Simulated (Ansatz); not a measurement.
# B2PLYP/STO-3G run of H2O2 (SMILES OO)

What is the electronic atomisation energy of H2O2 at B2PLYP/STO-3G? 

The calculation is run with Ansatz 0.2.0.

36 further runs of the same task are left out: 9 that didn't finish, 27 set aside as unsound or not needed.

### Step 1. The structure to begin with

H2O2: 4 atoms, total charge 0, spin state singlet. As SMILES, `OO`. Geometry: relaxed at PBE0-D4/def2-TZVP.

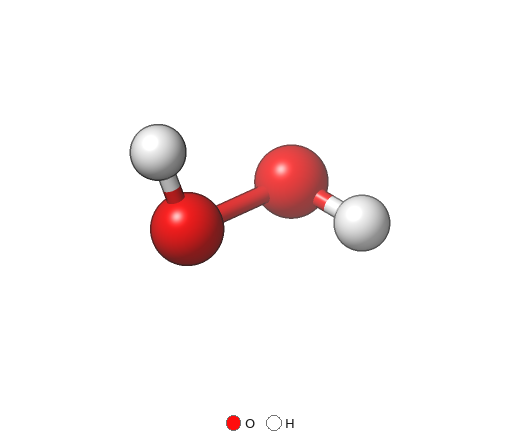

Viewed from a chosen angle; oxygen red, hydrogen white.

### Step 2. A single-point energy at B2PLYP/STO-3G

input.yaml

```yaml
crystal:
  periodic: [false, false, false]
  atoms:
    - symbol: O
      position_ang: [-0.486800, -0.581100, 0.030600]
    - symbol: O
      position_ang: [0.048300, 0.728400, 0.206900]
    - symbol: H
      position_ang: [0.186400, -1.117000, 0.467400]
    - symbol: H
      position_ang: [0.252100, 0.969800, -0.704900]
basis:
  gaussian: {orbitals: STO-3G}
total_charge: 0
hamiltonian: {xc: {name: B2PLYP}}
correlation: {frozen_orbitals: {H: 0, O: 1}}
accuracy: high
```

Launch:

```bash
$ ansatz run input.yaml --threads 1 --pin off --max-ram 2610MiB --events-out events.jsonl --progress --plain --runs-dir runs
```

What it wrote:

```text
Warning: RAYON_NUM_THREADS=1 ignored (pool sized by the plan → 1); use --threads N
Functional definition: B2PLYP
  name "B2PLYP"
  parameter a = 0.53
  parameter c = 0.27
  exchange = (1 - a)*b88_x + a*exact_x
  correlation = (1 - c)*lyp_c + c*(mp2_os + mp2_ss)
188 factors; integrals over basis functions are off by at most 3.5e-8 eV
mean field evaluation 1: about -4059.9377 eV, gradient 1.1e1 eV
mean field evaluation 2: about -4059.9848 eV, gradient 1.1e1 eV
mean field evaluation 4: about -4060.4680 eV, gradient 2.1e-1 eV
mean field evaluation 8: about -4060.4676 eV, gradient 1.0e-3 eV
mean field evaluation 16: about -4060.4676 eV, gradient 5.3e-8 eV
mean field -4060.46759861 eV, -149.2194319651 hartree, gradient 5.3e-8 eV, S^2 0.000000; 0 other end points of the search recorded, 0 dependent functions left out
2 core orbitals not correlated: weight in the atoms' cores, before any rotation towards them, 1.000 or more for the frozen orbitals, at most 0.000 for the correlated occupied ones
reference -4060.46761199 eV, -149.2194324570 hartree; 7, 7 occupied and 3, 3 virtual orbitals, 188 factors
second order -2.69521300 eV of doubles, -0.00000000 eV of singles
Total energy: -4061.19531951 eV, -149.2461752148 hartree
```

It took 0.58 s on 1 thread of Arm Neoverse V2, shared host.

### Step 3. The H atom, same level

run.yaml

```yaml
crystal:
  periodic: [false, false, false]
  atoms:
    - {symbol: H, position_ang: [0.000000, 0.000000, 0.000000]}
basis:
  gaussian: {orbitals: STO-3G}
magnetization: {spin_polarized: true, initial_magnetization: 1}
hamiltonian: {xc: {name: B2PLYP}}
correlation: {frozen_orbitals: {H: 0}}
accuracy: high
```

Launch:

```bash
$ ansatz run run.yaml --threads 1 --pin off --max-ram 2610MiB --events-out events.jsonl --progress --plain --runs-dir runs
```

What it wrote:

```text
Warning: RAYON_NUM_THREADS=1 ignored (pool sized by the plan → 1); use --threads N
Functional definition: B2PLYP
  name "B2PLYP"
  parameter a = 0.53
  parameter c = 0.27
  exchange = (1 - a)*b88_x + a*exact_x
  correlation = (1 - c)*lyp_c + c*(mp2_os + mp2_ss)
1 factors; integrals over basis functions are off by at most 4.6e-10 eV
mean field evaluation 1: about -12.6472 eV, gradient 0.0e0 eV
mean field evaluation 2: about -12.6472 eV, gradient 0.0e0 eV
mean field -12.64721158 eV, -0.4647764528 hartree, gradient 0.0e0 eV, S^2 0.750000; 0 other end points of the search recorded, 0 dependent functions left out
reference -12.64722010 eV, -0.4647767659 hartree; 1, 0 occupied and 0, 1 virtual orbitals, 1 factors
second order 0.00000000 eV of doubles, 0.00000000 eV of singles
Total energy: -12.64722010 eV, -0.4647767659 hartree
```

Wall time 0.06 s (1 thread of Arm Neoverse V2, shared host).

### Step 4. The O atom

job.yaml

```yaml
crystal:
  periodic: [false, false, false]
  atoms:
    - {symbol: O, position_ang: [0.000000, 0.000000, 0.000000]}
basis:
  gaussian: {orbitals: STO-3G}
magnetization: {spin_polarized: true, initial_magnetization: 2}
correlation: {frozen_orbitals: {O: 1}}
accuracy: high
hamiltonian: {xc: {name: B2PLYP}}
```

Launch:

```bash
$ ansatz run job.yaml --threads 1 --pin off --max-ram 2610MiB --events-out events.jsonl --progress --plain --runs-dir runs
```

What it wrote:

```text
Warning: RAYON_NUM_THREADS=1 ignored (pool sized by the plan → 1); use --threads N
Functional definition: B2PLYP
  name "B2PLYP"
  parameter a = 0.53
  parameter c = 0.27
  exchange = (1 - a)*b88_x + a*exact_x
  correlation = (1 - c)*lyp_c + c*(mp2_os + mp2_ss)
15 factors; integrals over basis functions are off by at most 1.1e-9 eV
mean field evaluation 1: about -2012.7424 eV, gradient 6.0e-12 eV
mean field evaluation 2: about -2012.7429 eV, gradient 5.9e-12 eV
mean field -2012.74293129 eV, -73.9669384388 hartree, gradient 0.0e0 eV, S^2 2.000000; 0 other end points of the search recorded, 0 dependent functions left out
1 core orbitals not correlated: weight in the atoms' cores, before any rotation towards them, 1.000 or more for the frozen orbitals, at most 0.000 for the correlated occupied ones
reference -2012.74293782 eV, -73.9669386789 hartree; 4, 2 occupied and 0, 2 virtual orbitals, 15 factors
second order 0.00000000 eV of doubles, 0.00000000 eV of singles
Total energy: -2012.74293782 eV, -73.9669386789 hartree
```

Wall time 0.16 s (1 thread of Arm Neoverse V2, shared host).

### Step 5. What came out

At B2PLYP/STO-3G, 2 core orbitals frozen:

```
                     quantity          value
       molecule: total energy  -149.24618 Eh
         H atom: total energy    -0.46478 Eh
                 H atom: ⟨S²⟩          0.750
         O atom: total energy   -73.96694 Eh
                 O atom: ⟨S²⟩          2.000
electronic atomisation energy      10.415 eV
```

**Reading.** Taking the molecule apart into free atoms costs 10.42 eV (240 kcal/mol), before zero-point energy and without spin-orbit coupling. In a minimal basis such a difference can be off by several eV, whatever the method.
